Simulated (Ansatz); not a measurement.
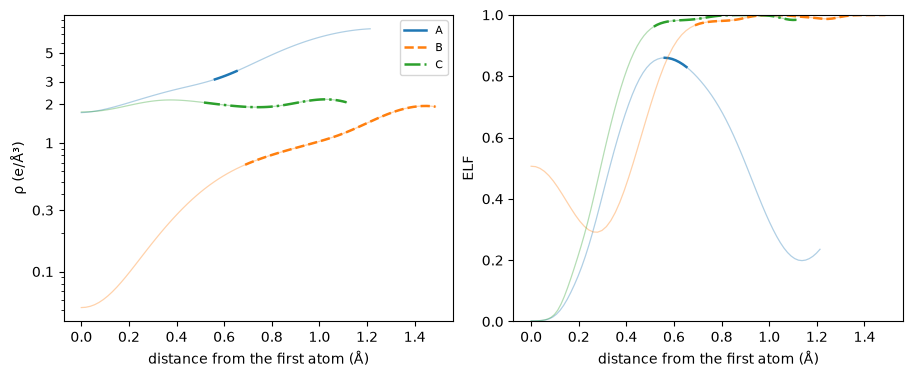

Figure. Si$_{4}$H$_{26}$C$_{5}$O$_{5}$ (amorphous cell). Valence pseudo-density and electron localisation function along straight lines between neighbouring atoms. Thin, pale parts lie inside the atomic spheres.

Computed with DFT PBE-D3(BJ), scalar-relativistic, plane waves, PAW in Ansatz 0.2.0.

Core electrons are frozen (PAW), and the valence fields are smoothed inside the atomic spheres.

The calculation's input:

```
crystal:
  lattice:
    - [8.763381, 0.0, 0.0]
    - [0.0, 8.763381, 0.0]
    - [0.0, 0.0, 8.763381]
  atoms:
    - { symbol: Si, position: [0.4234295, 0.5209452, 0.3515627] }
    - { symbol: H, position: [0.5614075, 0.4436729, 0.2913648] }
    - { symbol: H, position: [0.3293716, 0.409574, 0.4374829] }
    - { symbol: H, position: [0.4697616, 0.6469627, 0.4545463] }
    - { symbol: H, position: [0.3331773, 0.583571, 0.2228566] }
    - { symbol: Si, position: [0.698725, 0.255854, 0.6908943] }
    - { symbol: H, position: [0.7982668, 0.39172, 0.6746285] }
    - { symbol: H, position: [0.5457148, 0.3041437, 0.7446408] }
    - { symbol: H, position: [0.6840659, 0.1784199, 0.5411553] }
    - { symbol: H, position: [0.7668524, 0.1491327, 0.8031525] }
    - { symbol: Si, position: [0.8913787, 0.6233035, 0.0449531] }
    - { symbol: H, position: [0.9084334, 0.4875451, -0.0546034] }
    - { symbol: H, position: [0.7281133, 0.6443875, 0.0841013] }
    - { symbol: H, position: [0.9809417, 0.6008694, 0.1867554] }
    - { symbol: H, position: [0.9480264, 0.7604121, -0.0364409] }
    - { symbol: Si, position: [0.8283721, 0.2587103, 0.2588623] }
    - { symbol: H, position: [0.808125, 0.3543142, 0.1207223] }
    - { symbol: H, position: [0.8803115, 0.3556713, 0.3874453] }
    - { symbol: H, position: [0.681059, 0.1858247, 0.2991023] }
    - { symbol: H, position: [0.9439928, 0.1390312, 0.2281794] }
    - { symbol: O, position: [0.1381615, 0.646025, 0.6006641] }
    - { symbol: C, position: [0.0706067, 0.6056619, 0.4858084] }
    - { symbol: H, position: [0.0501684, 0.6837439, 0.3891161] }
    - { symbol: H, position: [0.0259826, 0.488706, 0.4718825] }
    - { symbol: O, position: [0.5558417, 0.9127972, 0.7049233] }
    - { symbol: C, position: [0.6461003, 0.8523499, 0.7920105] }
    - { symbol: H, position: [0.7087539, 0.7474473, 0.7614507] }
    - { symbol: H, position: [0.6703752, 0.8990353, 0.9064444] }
    - { symbol: O, position: [0.1682255, -0.053412, 0.5498392] }
    - { symbol: C, position: [0.2147429, 0.0181617, 0.4398484] }
    - { symbol: H, position: [0.1852352, 0.1391887, 0.4212559] }
    - { symbol: H, position: [0.2890519, -0.0339322, 0.352508] }
    - { symbol: O, position: [0.4631318, -0.1039631, 0.1529089] }
    - { symbol: C, position: [0.4787537, 0.0324809, 0.1300258] }
    - { symbol: H, position: [0.3989267, 0.1178944, 0.1768886] }
    - { symbol: H, position: [0.5736262, 0.0784776, 0.0611241] }
    - { symbol: O, position: [0.331321, 0.3009672, 1.0452212] }
    - { symbol: C, position: [0.3333881, 0.2999364, 0.9060115] }
    - { symbol: H, position: [0.333658, 0.4060588, 0.8381744] }
    - { symbol: H, position: [0.3351088, 0.192821, 0.839775] }
basis:
  ecutwfc: 420.0
kpoints:
  mp_grid: { grid: [1, 1, 1] }
hamiltonian:
  xc: pbe
  dispersion: d3bj
scf:
  occupations: { method: fermi_dirac, width: 0.02 }
  lower_state_search: "off"
relax:
  f_tol: 0.3
  max_steps: 15
  adjacent_minimum: "off"
output:
  write_density: true
  write_potential: true
  elf: true
  volumetric_format: npy
```

Run with:

```sh
ansatz run input.yaml --threads 1 --pin off --max-ram 3072MiB --backend cpu --events-out ev --progress --plain --runs-dir out
```

The fields are those of the relaxed geometry.

Which curve belongs to which contact (C–H, C–O and Si–H)? The first atom named is at distance zero.

Answer. Curve A: C–O (1.21 Å): ρ is about 3.3 e/Å³ halfway; the ELF peaks at about 0.85 between the atoms (inside overlapping PAW spheres, so only a guide); a short, multiple covalent bond. Curve B: Si–H (1.49 Å): the density is about 0.74 e/Å³ at the midpoint; the ELF peaks at about 1 between the atoms; a covalent bond by its length. Curve C: C–H (1.11 Å): the density is about 2 e/Å³ at the midpoint; the ELF is about 1 at the midpoint (a covalent bond by its length).
